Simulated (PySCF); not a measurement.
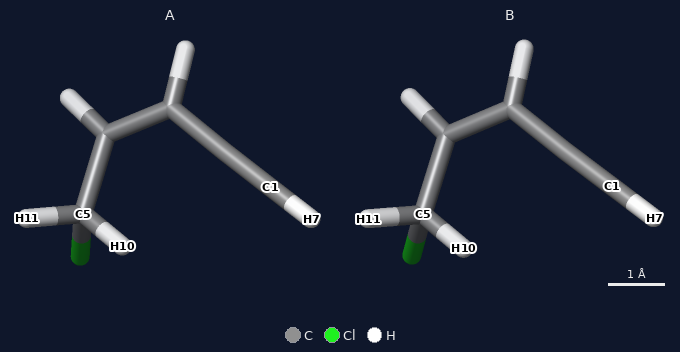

Two geometries of C5H5Cl, drawn at one scale. One is the start of a relaxation, the other its converged end. A stick model, seen at a tilt.

These are results of PBE0-D3(BJ)/def2-SVP geometry optimisation, gas phase (PySCF), not measurements. 

Q: Which geometry has the lower energy?

A: Structure B is the relaxed one. The start comes from GFN2-xTB. After 4 geometry steps the energy has fallen by 0.049 eV. Largest force component: 0.72 eV/Å at the start, 0.018 eV/Å at the end. The atom that moves furthest after the best rigid fit is the Cl atom (0.15 Å). Largest moves by element: Cl 0.15 Å, H 0.10 Å, C 0.06 Å. Some distances before and after: C–H 1.049 → 1.074 Å, C–H 1.080 → 1.094 Å, C–C 1.410 → 1.423 Å, C–C 1.201 → 1.214 Å.
